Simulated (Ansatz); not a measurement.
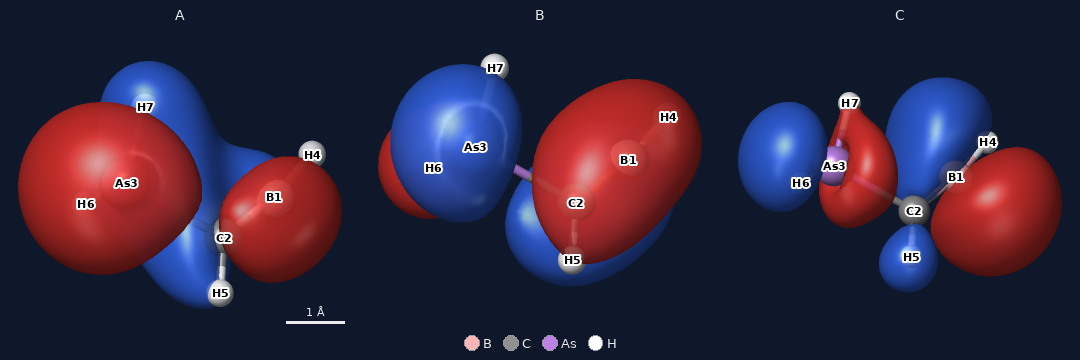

CH$_{4}$AsB. Three frontier orbitals at ±0.08 Å⁻³ᐟ² (red and blue are the two phases), in no order.

Geometry: displaced from a GFN2-xTB structure; not at a stationary point (largest force 1.3 eV/Å).

All numbers below come from RKS PBE0-D4/def2-TZVPP in Ansatz.

The calculation's input:

```
crystal:
  periodic: [false, false, false]
  atoms:
    - {symbol: B, position_ang: [-0.494400, -0.162500, -1.257900]}
    - {symbol: C, position_ang: [-0.693400, -0.557400, 0.021900]}
    - {symbol: As, position_ang: [0.796400, -0.138800, 1.242900]}
    - {symbol: H, position_ang: [-0.185500, 0.220000, -2.324500]}
    - {symbol: H, position_ang: [-1.449700, -1.008600, 0.587400]}
    - {symbol: H, position_ang: [0.374900, 1.261800, 1.552900]}
    - {symbol: H, position_ang: [1.743900, 0.462400, 0.234500]}
basis:
  gaussian: {orbitals: def2-TZVPP}
hamiltonian: {xc: pbe0, dispersion: d4}
output: {forces: true, orbitals: {seedname: orbitals}}
```

Run with:

```sh
ansatz run in.yaml --threads 4 --pin off --events-out ev --progress --plain --max-ram 5222MiB
```

> Order the three orbitals by energy and name them.

A is the HOMO−1 (−8.00 eV). It lies mainly on As3 (about 55 %), C2 (about 20 %), B1 (about 10 %) and H7 (about 5 %). B is the HOMO (−6.57 eV). By Hirshfeld shares it lies mainly on C2 (about 40 %), B1 (about 30 %), As3 (about 20 %) and H6 (about 5 %); π-bonding across C2–B1. C is the LUMO (−1.46 eV). Its weight (Hirshfeld) is mainly on B1 (about 55 %), As3 (about 20 %), C2 (about 10 %) and H4 (about 10 %).

> What is the HOMO–LUMO gap?

5.11 eV between the orbital energies.
